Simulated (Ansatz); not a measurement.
## TaAl in the B2 ordering: lattice stability ahead of a resistivity run

Question: is the lattice of TaAl in the B2 ordering stable, and if so, what are its coupling constant and resistivity?

Program: Ansatz 0.2.0. Level of theory: DFT PBEsol, scalar-relativistic, plane waves, PAW. Results are calculated unless marked as measured.

The structure was built from a prototype and need not be the compound's stable phase.

## (1) The starting structure

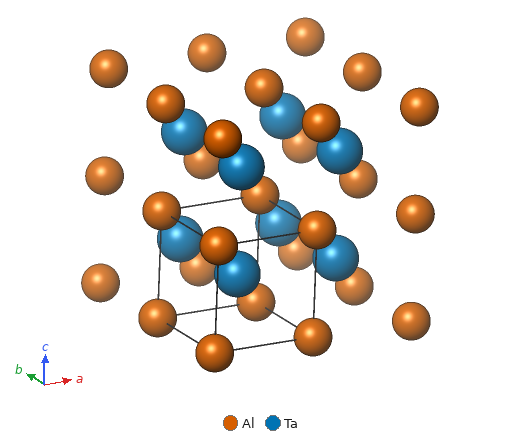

The cell as given, slightly off an axis (aluminium orange, tantalum blue). 2×2×2 cells are drawn. Some periodic images of atoms are drawn too.

## (2) Rough relaxation

Large forces or a large pressure at the start call for a first relaxation with loose thresholds.

input.yaml reads:

```yaml
crystal:
  lattice:
    - [3.26294, 0.0, 0.0]
    - [0.0, 3.26294, 0.0]
    - [0.0, 0.0, 3.26294]
  atoms:
    - { symbol: Al, position: [0.0, 0.0, 0.0] }
    - { symbol: Ta, position: [0.5, 0.5, 0.5] }
kpoints:
  mp_grid: { grid: [6, 6, 6] }
hamiltonian:
  xc: pbesol
scf:
  occupations: { method: gaussian, width: 0.1 }
output:
  forces: true
  stress: true
  eigenvalues: true
relax:
  adjacent_minimum: "off"
  f_tol: 0.05
  max_steps: 80
  cell: { stress_tol: 0.5 }
```

On the command line:

```console
> ansatz run input.yaml --threads 4 --pin off --max-ram 8192MiB --backend cpu --events-out ev --progress --plain --runs-dir out
```

Numbers of over 12 decimals in the logs are rounded to 6 here.

What it wrote:

```text
The last accepted step is kept in <dir> (removed where the run ends without a failure and the disk answers)
Engine: ansatz 0.2.0, aarch64-unknown-linux-gnu
Pseudopotentials: kind: paw
Pseudopotential: Al, paw, valence charge 3, recommended cutoff 420 eV (normal), Al.paw.azcp
Pseudopotential: Ta, paw, valence charge 13, recommended cutoff 420 eV (normal), Ta.paw.azcp
Functional definition: PBEsol
  exchange = pbesol_x
  correlation = pbesol_c
Crystal: 2 atoms, lattice volume = 34.740 Å³
Basis set: ecut = 420 eV, 691 PW (Γ), exchange–correlation on 48×48×48 points (8 copies of the dense FFT grid, shifted against one another)
Bands: 12, of which v1, the nominal top of the filled ones, is band 8 counted from 1 (7 counted from 0)
Symmetry: 48 space group operations
Space group: Pm-3m (ITA 221), of the structure as read, at distance tolerance 3.3e-5 Å
k-points: 20 of 216
Non-local potential: Al, projectors of the file, l = 0: 2, l = 1: 2, l = 2: 1
Non-local potential: Ta, projectors of the file, l = 0: 3, l = 1: 2, l = 2: 2, l = 3: 1
PAW form: soft (Blöchl's): semilocal exchange-correlation on the pseudo side does not see the compensation charge
PAW frozen core: Al, regenerated for the run's functional, and the local potential with it (the file was generated under x = pbe(κ = 0.804, μ = 0.219515), c = pbe(β = 0.066725))
PAW frozen core: Ta, regenerated for the run's functional, and the local potential with it (the file was generated under x = pbe(κ = 0.804, μ = 0.219515), c = pbe(β = 0.066725))
PAW one-centre angular grid: Al, 110 points (default); XC on 64 Gauss nodes
PAW one-centre angular grid: Ta, 590 points (default); XC on 64 Gauss nodes
Initial density: superposition of atomic densities (neutral atoms: chi_scale 0, normalization atom), corrected by the library's trained network
Initial wavefunctions: pseudopotential atomic-orbital guess
Functional: x = pbesol(κ = 0.804, μ = 0.123457), c = pbesol(β = 0.046)
SCF iter   1: F=—  HF=-10330.812471 eV  |F-HF|=—  |Δ(HF+E_count)|=         —  Δρ=7.48e-3  dr2=4.32e-2  ethr=1.77e-3  ⟨swp⟩=5.0  Hψ=1382  notcnv=0
preconditioner: auto → none  [insulator: Δε(μ)=0.185 eV  Ē_g=6.058 eV  σ=0.100 eV  W_gap=0.76  n_scr=6 (ndim 8)  ℏωp=17.8 eV  f_vac=0.000  D(μ)=1.57/eV (n_scr^D=18)  ε∞_Penn≈9.7]
SCF iter   2: F=—  HF=-10330.800645 eV  |F-HF|=—  |Δ(HF+E_count)|=   1.18e-2  Δρ=3.03e-3  dr2=4.61e-3  ethr=2.70e-4  ⟨swp⟩=2.2  Hψ=514  notcnv=0  defer=2
SCF iter   3: F=—  HF=-10330.799023 eV  |F-HF|=—  |Δ(HF+E_count)|=   1.62e-3  Δρ=8.52e-4  dr2=1.27e-4  ethr=2.88e-5  ⟨swp⟩=2.5  Hψ=362  notcnv=0  defer=2
SCF iter   4: F=—  HF=-10330.799014 eV  |F-HF|=—  |Δ(HF+E_count)|=   8.89e-6  Δρ=1.57e-4  dr2=3.66e-6  ethr=7.92e-7  ⟨swp⟩=2.5  Hψ=394  notcnv=0  defer=2
SCF iter   5: F=—  HF=-10330.799040 eV  |F-HF|=—  |Δ(HF+E_count)|=   2.65e-5  Δρ=1.97e-5  dr2=2.99e-7  ethr=2.29e-8  ⟨swp⟩=2.0  Hψ=314  notcnv=0  defer=2
SCF iter   6: F=-10330.799040 eV  HF=-10330.799040 eV  |F-HF|=4.82e-9  |Δ(HF+E_count)|=   9.57e-8  Δρ=2.95e-6  dr2=6.19e-9  ethr=6.25e-10  ⟨swp⟩=5.8  Hψ=992  notcnv=0
SCF 1 converged in 6 iterations: F = -10330.799040 eV  dr2 = 6.19e-9
  greatest PAW one-centre occupation: 1.000 electrons in one spin orbital (limit 2), on the Ta atom at site 1 (counted from 0), in its partial waves of l = 0
relax step   1: F+E_penalty+E_count = -10330.79904027 eV  Δ(F+E_penalty+E_count) = +0.000e0 eV  max|allowed force component| = 1.898e-29 eV/Å  Δτ_max = 0.0000 Å  P = -8.818 GPa  Ω = 34.740 Å³  (6 SCF iters, dr2 threshold 1.00e-7 eV, accepted)
Crystal: 2 atoms, lattice volume = 29.903 Å³
Basis set: ecut = 420 eV, 587 PW (Γ), exchange–correlation on 48×48×48 points (8 copies of the dense FFT grid, shifted against one another)
Initial density: handed on by an earlier stage of this run
Initial wavefunctions: those handed on with the density
iter 1 solved again at ethr=3.56e-5 eV; its pass at ethr=3.10e-3 eV (dr2=5.70e-3 eV) is discarded
SCF iter   1: F=—  HF=-10330.729955 eV  |F-HF|=—  |Δ(HF+E_count)|=         —  Δρ=4.05e-3  dr2=4.88e-3  ethr=3.56e-5  ⟨swp⟩=1.9  Hψ=1734  notcnv=0
preconditioner: auto → none  [insulator: Δε(μ)=0.156 eV  Ē_g=6.997 eV  σ=0.100 eV  W_gap=0.58  n_scr=6 (ndim 8)  ℏωp=19.2 eV  f_vac=0.000  D(μ)=1.12/eV (n_scr^D=6)  ε∞_Penn≈8.5]
SCF iter   2: F=—  HF=-10330.727203 eV  |F-HF|=—  |Δ(HF+E_count)|=   2.75e-3  Δρ=1.85e-3  dr2=7.04e-4  ethr=3.05e-5  ⟨swp⟩=2.1  Hψ=315  notcnv=0
SCF iter   3: F=—  HF=-10330.726697 eV  |F-HF|=—  |Δ(HF+E_count)|=   5.06e-4  Δρ=8.43e-4  dr2=3.79e-4  ethr=4.40e-6  ⟨swp⟩=2.2  Hψ=354  notcnv=0
SCF iter   4: F=—  HF=-10330.726556 eV  |F-HF|=—  |Δ(HF+E_count)|=   1.41e-4  Δρ=3.78e-5  dr2=2.57e-7  ethr=2.37e-6  ⟨swp⟩=2.0  Hψ=318  notcnv=0
SCF iter   5: F=—  HF=-10330.726560 eV  |F-HF|=—  |Δ(HF+E_count)|=   4.26e-6  Δρ=1.76e-5  dr2=6.56e-8  ethr=1.25e-9  ⟨swp⟩=6.5  Hψ=1221  notcnv=0
SCF iter   6: F=-10330.726560 eV  HF=-10330.726560 eV  |F-HF|=1.82e-11  |Δ(HF+E_count)|=   2.36e-8  Δρ=1.85e-6  dr2=5.77e-10  ethr=4.10e-10  ⟨swp⟩=2.1  Hψ=862  notcnv=0
SCF 2 converged in 6 iterations: F = -10330.726560 eV  dr2 = 5.77e-10
relax step   2: F+E_penalty+E_count = -10330.72656030 eV  Δ(F+E_penalty+E_count) = +7.248e-2 eV  max|allowed force component| = 2.851e-30 eV/Å  Δτ_max = 0.0000 Å  P = +17.002 GPa  Ω = 29.903 Å³  energy of the carried Pulay correction = +1.673e-3 eV  (6 SCF iters, dr2 threshold 2.00e-7 eV, rejected (line search))
Crystal: 2 atoms, lattice volume = 32.921 Å³
Basis set: ecut = 420 eV, 619 PW (Γ), exchange–correlation on 48×48×48 points (8 copies of the dense FFT grid, shifted against one another)
iter 1 solved again at ethr=1.94e-5 eV; its pass at ethr=3.10e-3 eV (dr2=3.11e-3 eV) is discarded
SCF iter   1: F=—  HF=-10330.860877 eV  |F-HF|=—  |Δ(HF+E_count)|=         —  Δρ=2.71e-3  dr2=2.65e-3  ethr=1.94e-5  ⟨swp⟩=2.5  Hψ=1855  notcnv=0
preconditioner: auto → none  [insulator: Δε(μ)=0.193 eV  Ē_g=6.425 eV  σ=0.100 eV  W_gap=0.72  n_scr=6 (ndim 8)  ℏωp=18.3 eV  f_vac=0.000  D(μ)=1.28/eV (n_scr^D=6)  ε∞_Penn≈9.1]
SCF iter   2: F=—  HF=-10330.859615 eV  |F-HF|=—  |Δ(HF+E_count)|=   1.26e-3  Δρ=1.23e-3  dr2=3.86e-4  ethr=1.65e-5  ⟨swp⟩=2.0  Hψ=316  notcnv=0
SCF iter   3: F=—  HF=-10330.859409 eV  |F-HF|=—  |Δ(HF+E_count)|=   2.07e-4  Δρ=6.82e-4  dr2=2.78e-4  ethr=2.41e-6  ⟨swp⟩=2.0  Hψ=380  notcnv=0
SCF iter   4: F=—  HF=-10330.859311 eV  |F-HF|=—  |Δ(HF+E_count)|=   9.75e-5  Δρ=3.45e-5  dr2=3.17e-7  ethr=1.74e-6  ⟨swp⟩=2.0  Hψ=316  notcnv=0
SCF iter   5: F=—  HF=-10330.859325 eV  |F-HF|=—  |Δ(HF+E_count)|=   1.44e-5  Δρ=1.41e-5  dr2=6.32e-8  ethr=1.98e-9  ⟨swp⟩=2.0  Hψ=403  notcnv=0
SCF iter   6: F=-10330.859325 eV  HF=-10330.859325 eV  |F-HF|=7.80e-10  |Δ(HF+E_count)|=   2.47e-8  Δρ=3.35e-6  dr2=1.74e-9  ethr=1.25e-11  ⟨swp⟩=3.6  Hψ=1032  notcnv=0
SCF 3 converged in 6 iterations: F = -10330.859325 eV  dr2 = 1.74e-9
relax step   3: F+E_penalty+E_count = -10330.85932543 eV  Δ(F+E_penalty+E_count) = -6.029e-2 eV  max|allowed force component| = 9.696e-31 eV/Å  Δτ_max = 0.0000 Å  P = -1.357 GPa  Ω = 32.921 Å³  energy of the carried Pulay correction = +6.007e-4 eV  (6 SCF iters, accepted)
[...]
relax step   4: F+E_penalty+E_count = -10330.86061182 eV  Δ(F+E_penalty+E_count) = -1.286e-3 eV  max|allowed force component| = 1.561e-30 eV/Å  Δτ_max = 0.0000 Å  P = +0.152 GPa  Ω = 32.611 Å³  energy of the carried Pulay correction = +7.065e-4 eV  (4 SCF iters, dr2 threshold 2.00e-7 eV, accepted)
Initial wavefunctions: pseudopotential atomic-orbital guess (no wavefunctions were taken with the density)
iter 1 solved again at ethr=5.33e-8 eV; its pass at ethr=3.10e-3 eV (dr2=8.53e-6 eV) is discarded
SCF iter   1: F=—  HF=-10330.860110 eV  |F-HF|=—  |Δ(HF+E_count)|=         —  Δρ=6.65e-5  dr2=1.49e-7  ethr=5.33e-8  ⟨swp⟩=3.2  Hψ=1993  notcnv=0
preconditioner: auto → none  [insulator: Δε(μ)=0.189 eV  Ē_g=6.475 eV  σ=0.100 eV  W_gap=0.70  n_scr=6 (ndim 8)  ℏωp=18.4 eV  f_vac=0.000  D(μ)=1.26/eV (n_scr^D=6)  ε∞_Penn≈9.1]
SCF iter   2: F=—  HF=-10330.860125 eV  |F-HF|=—  |Δ(HF+E_count)|=   1.47e-5  Δρ=3.30e-5  dr2=3.64e-8  ethr=9.32e-10  ⟨swp⟩=2.5  Hψ=381  notcnv=0
SCF iter   3: F=—  HF=-10330.860125 eV  |F-HF|=—  |Δ(HF+E_count)|=   5.29e-8  Δρ=5.44e-6  dr2=1.42e-8  ethr=2.27e-10  ⟨swp⟩=2.4  Hψ=341  notcnv=0
SCF iter   4: F=-10330.860125 eV  HF=-10330.860125 eV  |F-HF|=1.82e-11  |Δ(HF+E_count)|=   4.17e-9  Δρ=1.14e-6  dr2=1.69e-10  ethr=1.25e-11  ⟨swp⟩=3.0  Hψ=950  notcnv=0
SCF 5 converged in 4 iterations: F = -10330.860125 eV  dr2 = 1.69e-10
relax step   5: F+E_penalty+E_count = -10330.86012495 eV  Δ(F+E_penalty+E_count) = +4.869e-4 eV  max|allowed force component| = 6.738e-31 eV/Å  Δτ_max = 0.0000 Å  P = +0.122 GPa  Ω = 32.611 Å³  stress off target by 1.22e-1 GPa  SCF on the basis re-selected at this cell (its energy is not comparable with the rows above)  (4 SCF iters)
basis re-selected at this cell: Δ(F+E_penalty+E_count) = +4.869e-4 eV, ΔP = -0.031 GPa vs the last step (what re-selecting the basis moved, of the pressure what is left beyond the Pulay correction that the steps carried, after the strain that the cell walked since its last selection, with what the two solves' SCF thresholds leave and, on support functions, any second-order correction that the steps lacked; it is no m [...]
SCF converged after 4 iterations
Free energy (F): -10330.860125 eV
Harris-Foulkes:  -10330.860125 eV  (|F-HF|=1.82e-11)
Internal energy: -10330.853817 eV  (E = F + TS)
E sigma→0 (E₀):  -10330.856971 eV
Entropy (-TS):   -0.006308 eV (-3.154 meV/atom)
Fermi energy:    14.576280 eV
--- Per-component energies (eV) ---
  E_band       = -135.593791
  E_kinetic    = 390.916443
  E_local      = -771.196008  (includes V_loc(G=0)·N_el)
  E_nonlocal   = 28.239390
  E_hartree    = 284.637013
  E_xc         = -256.953185
  E_vxc        = -233.683297  (∫ρ·V_xc dr)
  E_paw        = -8727.637114  (= ΣΔE_a)
  E_vpaw       = -119.144257  (= ΣTr[D̂ρ^β])
  E_aug_tail   = 0.000132  (compensation charges beyond the density's cutoff)
  E_ewald      = -1279.093274
  E_core_change = 0.232785  (= ΣΔE_core)
  E_smearing   = -0.006308  (= −TS)
  E_closure    = -0.000000  (closes the sum)
  Σ components = -10330.860125   (vs F -10330.860125, Δ=0.00e0)
--- Forces (eV/Å), atoms counted from 1 ---
  atom   1  Al    -0.00000000    -0.00000000     0.00000000
  atom   2  Ta     0.00000000     0.00000000     0.00000000
  max |Σ_I F_I| component: 9.04e-31 eV/Å
--- Stress (GPa, compression-positive) ---
        0.121571      -0.000000      -0.000000
       -0.000000       0.121571      -0.000000
       -0.000000      -0.000000       0.121571
  P = ⅓ Tr σ = 0.1216 GPa (1.216 kbar)
--- Band table (eV; the first three rows and the last of 20) ---
  k-point 0: bands = [... 4 lower, 4.3734, 11.8674, 11.8674, 17.1401, 17.1401, 17.1401, 18.8144, 18.8144]
  k-point 1: bands = [... 4 lower, 4.8866, 11.7917, 12.0992, 15.8755, 15.8755, 17.2512, 17.7902, 20.3195]
  k-point 2: bands = [... 4 lower, 6.2991, 10.5666, 12.6475, 14.6169, 14.6169, 17.4881, 18.0218, 21.2884]
  k-point 19: bands = [... 4 lower, 10.2596, 10.2596, 10.2596, 14.7025, 17.8342, 17.8342, 17.8342, 19.4369]
--- Relaxed structure (4 steps of the walk, 3 accepted, 1 SCFs on fresh bases) ---
  F+E_penalty+E_count = -10330.86012495 eV   max|allowed force component| = 6.738e-31 eV/Å   (the final SCF, on the basis selected at the relaxed cell)
  cell:  # Å, volume = 32.6109 Å³
    - [3.194878, 0, 0.0]
    - [0, 3.194878, 0.0]
    - [0, 0, 3.194878]
  atoms:
    - { symbol: Al, position: [0, 0, 0] }
    - { symbol: Ta, position: [0.5, 0.5, 0.5] }
```

Wall time 1.4 s (4 threads of Arm Neoverse V2, shared host); peak memory 0.29 GiB; 4 s of CPU time.

Step by step:

| step | energy less that of the first step (eV) | largest force component (eV/Å) | pressure (GPa) | volume (Å³) |
| --- | --- | --- | --- | --- |
| 1 | 0.0000 | 0.0000 | -8.82 | 34.74 |
| 2 | 0.0725 | 0.0000 | 17.00 | 29.90 |
| 3 | -0.0603 | 0.0000 | -1.36 | 32.92 |
| 4 | -0.0616 | 0.0000 | 0.15 | 32.61 |
| 5* | -0.0611 | 0.0000 | 0.12 | 32.61 |

Relaxation steps marked * repeat the geometry before them on a plane-wave basis chosen anew for their cell, so energy and pressure can jump there. Relaxation step 2 was tried and not accepted.

The run keeps the 48 symmetry operations that it works with, so distortions that break them were not tested.

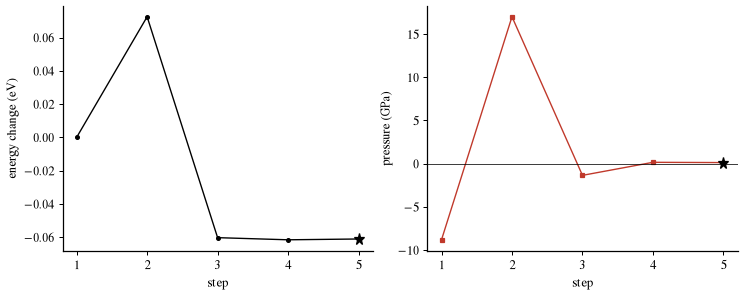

Energy and pressure along the relaxation. Stars mark steps on a basis chosen anew.

| conventional cell, symmetrised | before | after | change |
| --- | --- | --- | --- |
| a (Å) | 3.263 | 3.195 | -2.1 % |
| b (Å) | 3.263 | 3.195 | -2.1 % |
| c (Å) | 3.263 | 3.195 | -2.1 % |
| volume (Å³/atom) | 17.37 | 16.31 | -6.1 % |

The relaxed structure:

```cif
data_structure
_symmetry_space_group_name_H-M 'P 1'
_symmetry_Int_Tables_number 1
_cell_length_a 3.1949
_cell_length_b 3.1949
_cell_length_c 3.1949
_cell_angle_alpha 90.000
_cell_angle_beta 90.000
_cell_angle_gamma 90.000
_cell_volume 32.61
loop_
_atom_site_label
_atom_site_type_symbol
_atom_site_fract_x
_atom_site_fract_y
_atom_site_fract_z
_atom_site_occupancy
Al1 Al 0.00000 0.00000 0.00000 1
Ta2 Ta 0.50000 0.50000 0.50000 1
```

Numbers from this step:

```
pressure          : 0.1216 GPa
volume per atom   : 16.31 Å³
metallic on mesh  : yes
gap on the k-mesh : 0 eV
```

The largest force is now zero by symmetry and the largest stress component 0.12 GPa.

## (3) Relaxation

The structure is brought to rest under this functional.

input.yaml reads:

```yaml
crystal:
  lattice:
    - [3.1948780931, 0.0, 0.0]
    - [0.0, 3.1948780931, 0.0]
    - [0.0, 0.0, 3.1948780931]
  atoms:
    - { symbol: Al, position: [0.0, 0.0, 0.0] }
    - { symbol: Ta, position: [0.5, 0.5, 0.5] }
kpoints:
  mp_grid: { grid: [10, 10, 10] }
hamiltonian:
  xc: pbesol
scf:
  occupations: { method: gaussian, width: 0.1 }
output:
  forces: true
  stress: true
  eigenvalues: true
  write_density: true
  write_potential: true
  elf: true
  volumetric_format: npy
relax:
  adjacent_minimum: "off"
  f_tol: 0.005
  max_steps: 80
  cell: { stress_tol: 0.05 }
```

What it wrote:

```text
[the first part of the log is left out]
  E_xc         = -256.936740
  E_vxc        = -233.663955  (∫ρ·V_xc dr)
  E_paw        = -8727.568081  (= ΣΔE_a)
  E_vpaw       = -119.054524  (= ΣTr[D̂ρ^β])
  E_aug_tail   = 0.000133  (compensation charges beyond the density's cutoff)
  E_ewald      = -1278.461320
  E_core_change = 0.232785  (= ΣΔE_core)
  E_smearing   = -0.010182  (= −TS)
  E_closure    = -0.000000  (closes the sum)
  Σ components = -10330.854049   (vs F -10330.854049, Δ=0.00e0)
[...]
--- Stress (GPa, compression-positive) ---
        0.000096      -0.000000       0.000000
       -0.000000       0.000096      -0.000000
        0.000000      -0.000000       0.000096
  P = ⅓ Tr σ = 0.0001 GPa (0.001 kbar)
--- Band table (eV; the first three rows and the last of 56) ---
[...]
--- Relaxed structure (3 steps of the walk, 2 accepted, 1 SCFs on fresh bases) ---
[...]
cell:  # Å, volume = 32.6593 Å³
    - [3.196457, 0.0, 0]
    - [0, 3.196457, 0.0]
    - [0.0, 0.0, 3.196457]
  atoms:
    - { symbol: Al, position: [0, 0, 0] }
    - { symbol: Ta, position: [0.5, 0.5, 0.5] }
```

It took 2 s on 4 threads; peak memory 0.32 GiB.

Little changed from the start: no atom moved by 0.005 Å and no cell edge by 0.1 %.

This step gave:

- pressure: 9.64e-5 GPa
- volume per atom: 16.33 Å³

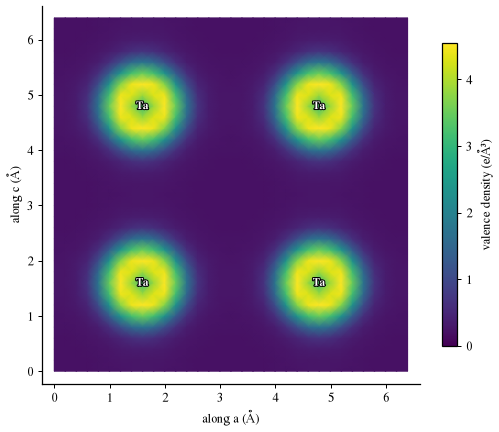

Valence density in the ac plane at fractional y = 0.500, with atoms of Ta within 0.2 Å of it. It is the smooth field of the valence electrons, not physical close to the nuclei.

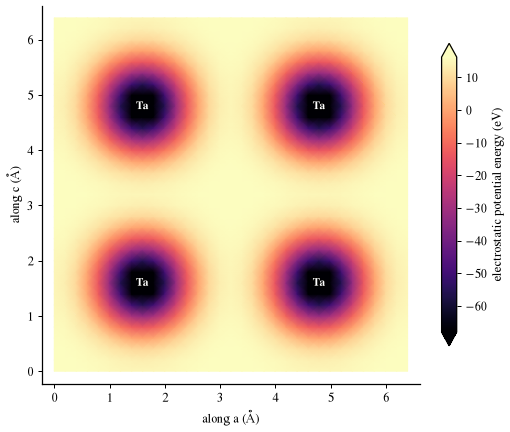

Electrostatic potential energy in the ac plane at fractional y = 0.500, with atoms of Ta within 0.2 Å of it. With pseudopotentials it is smooth inside the atoms' cores, unlike the true potential.

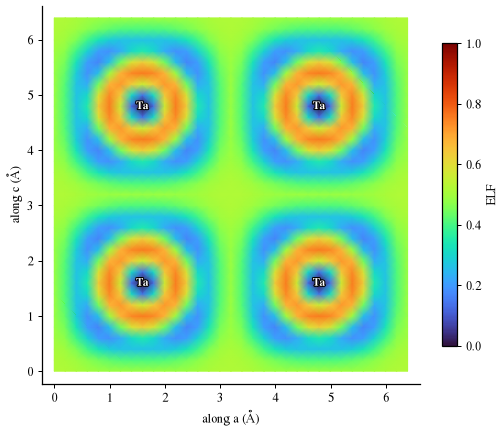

ELF in the ac plane at fractional y = 0.500, with atoms of Ta within 0.2 Å of it. It is the smooth field of the valence electrons, not physical close to the nuclei.

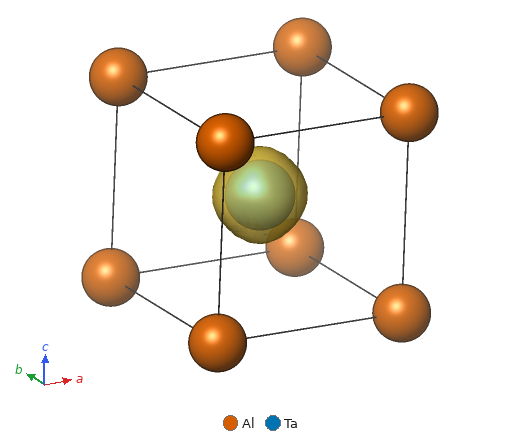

Surface of ELF = 0.68.

The largest force is now zero by symmetry and the largest stress component 9.6e-5 GPa, small enough for phonons.

(Part 1 of 2 ends here.)

[Logs are printed without paths, hosts, clocks, repeated set-up lines and the standing remarks that a program may print on its own settings, such as how far it seeks lower states.]

[Hosts, paths, dates, database ids (printed as entryN), source tags and the programs' standing remarks are cut or masked in the printed files.]
